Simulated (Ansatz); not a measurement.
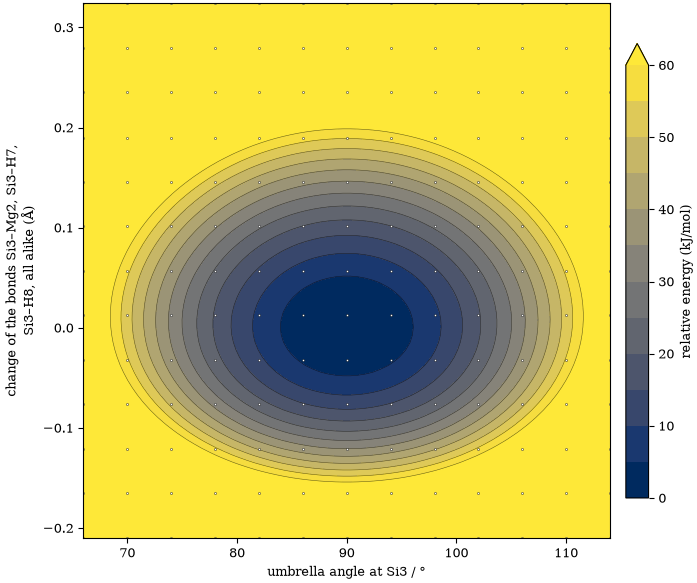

CH₅MgSi, SMILES [CH3][Mg][SiH2+], charge +1. First axis: umbrella angle at Si3 (between each of its bonds and their common axis; 90 is planar). Second axis: change of the bonds Si3–Mg2, Si3–H7, Si3–H8, all alike. Nothing is relaxed (all other coordinates rigid). Grid: 13 × 13 points. Points are written as (first, second). All energies are given in kJ/mol relative to the relaxed molecule at the same level. The restricted reference is unstable at some or all points, so the energies there are unreliable. Level of theory: RHF-MP2, frozen core/def2-TZVP in Ansatz 0.2.0.

Drawn: filled contours, dots at the grid points, one colour for all values above the top of the scale. Between grid points the surface is interpolated.

**Where is the minimum, and how stiff is the well along each coordinate?**

The interpolated minimum is at the first coordinate ≈ 90.0°, the second coordinate ≈ 0.000 Å. The curvatures there are about 9.3 eV/rad² and 42 eV/Å², with a cross term of about 0 eV/(rad·Å). Round the minimum the two coordinates are nearly uncoupled. (1 eV is 96.5 kJ/mol.)
